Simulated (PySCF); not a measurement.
**SiN (doublet): density, localisation and related maps**

```csv
atom,x (Å),y (Å),z (Å)
Si,0.0000,0.0000,-0.5224
N,0.0000,0.0000,1.0436
```

Method: PySCF 2.14.0, PBE0/def2-TZVP, non-relativistic Hamiltonian with scalar-relativistic core potentials where named, at a bond length of 1.566 Å.

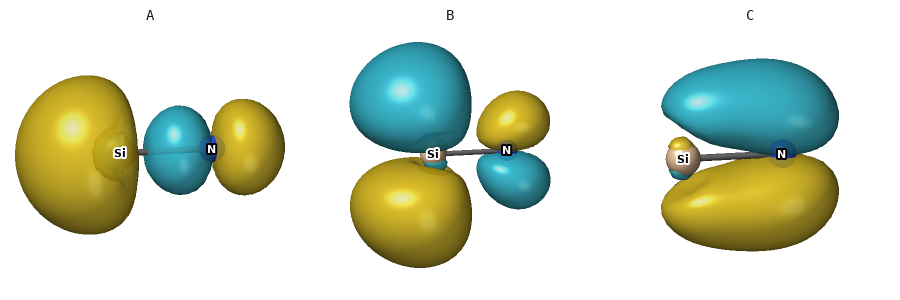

Figure 1. Three frontier α-spin orbitals, each drawn at the value that holds 80 % of its norm (yellow and cyan are the two phases), in no order; of a degenerate pair one member is drawn.

### Name the orbitals and rank them from lowest to highest energy.

Orbital A: σ, occupied in this spin, −9.08 eV; shared between the atoms (Si 65 %, N 35 %).
Orbital C: π, occupied in this spin, −8.51 eV; bonding, with no node between the atoms.
Orbital B: π, empty in this spin, −1.73 eV; mainly on Si (80 %).

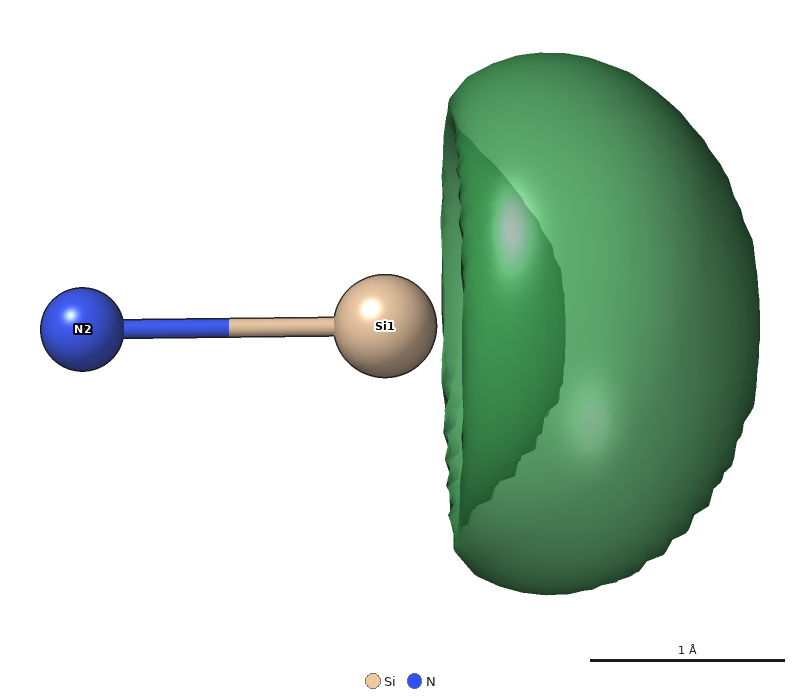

Figure 2. Isosurface of the ELF at 0.9 (green), seen from one side. Core shells and regions of very low density are left out.

### What do the ELF domains correspond to?

The surface consists of one lobe on Si, pointing away from the bonds (non-bonding electrons).


Si–N (1.57 Å): the ELF peaks at about 0.80 in the valence shell of N, 0.6 Å from its nucleus, and is about 0.45 at the midpoint.

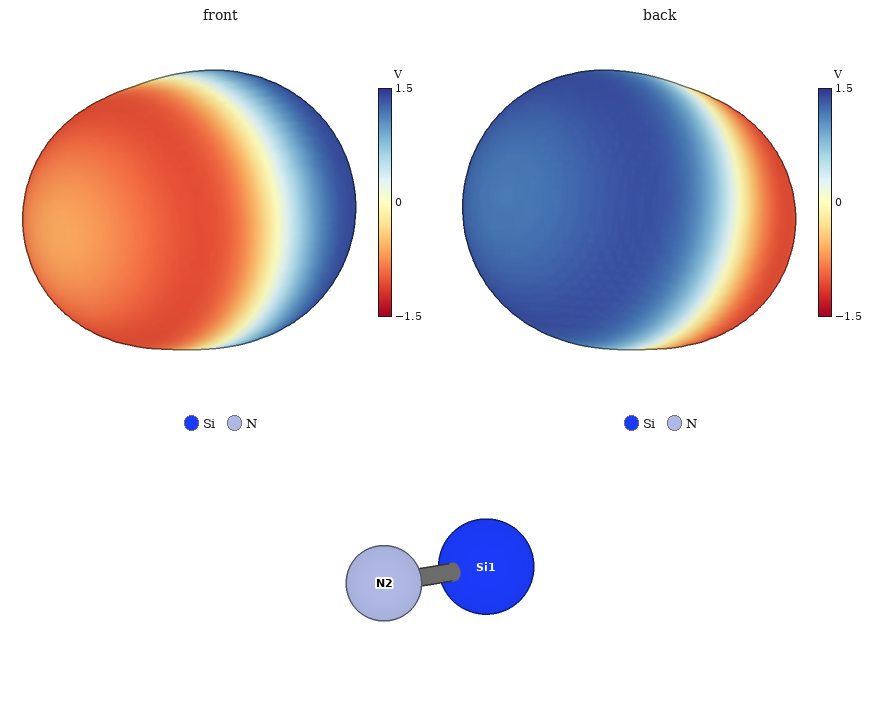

Figure 3. The electrostatic potential painted on the density surface at 0.002 e/bohr³, seen from the front and from behind; red is negative and blue positive. The bare structure is drawn below in the same view.

### Where is the surface potential most negative and most positive?

The most negative region (about −1.1 V) lies over N2, the most positive (about +1.4 V) over Si1. N2 is the likeliest acceptor of a hydrogen bond.
